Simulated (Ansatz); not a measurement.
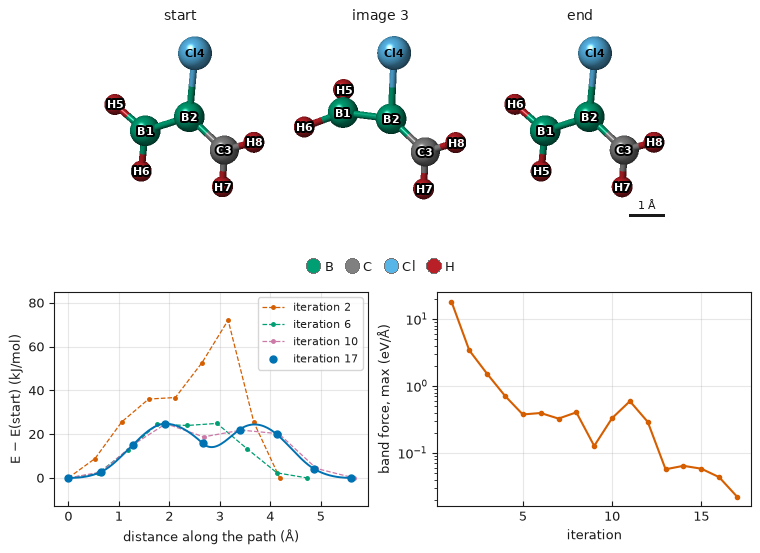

NEB run on CH₄B₂Cl (charge −1). Images are numbered from 0 (start) to 8 (end). The plot follows the band through its iterations. The picture is a ball-and-stick view, seen at a tilt.

Level of theory: Ansatz, RKS r2SCAN-D4/def2-SVPD. Settings: 7 movable images; climbing image; force threshold 0.03 eV/Å; iteration limit 60; starting path through a guess of the saddle point.

Q: Did the band converge, and can the barrier be trusted?

A: The run is converged, with reservations. The band converged in 17 iterations. The largest component of the band force went from 18 to 0.022 eV/Å. The climbing image converged on the top of the path. Its vibrational analysis gives one imaginary mode (227i cm⁻¹), as a transition state must have. The first iteration put the highest image at 429.7 kJ/mol. The barrier is about 24.8 kJ/mol in both directions, with image 3 at the top; the ends have the same energy. The profile has 2 maxima (images 3, 5) with a dip at image 4 (+15.9 kJ/mol), so the process runs in steps.

The run took 3.2 min on 2 threads of Intel(R) Xeon(R) 6975P-C (Granite Rapids), on a shared host, peak memory 0.18 GiB.
